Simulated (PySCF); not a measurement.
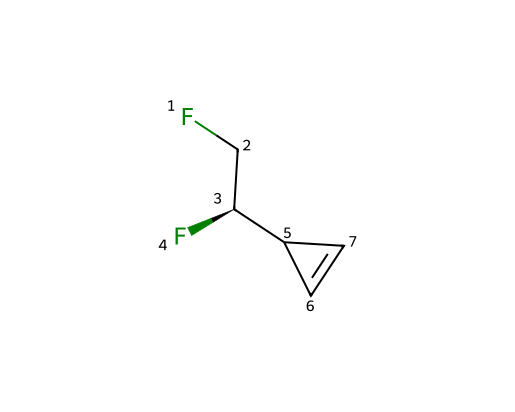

A structural formula, with wedges where it has stereocentres; small numbers name the atoms. The configuration is that of a computed structure (PBE0-D3(BJ)/def2-SVP).

> What are the Cahn–Ingold–Prelog descriptors?

C3: R.
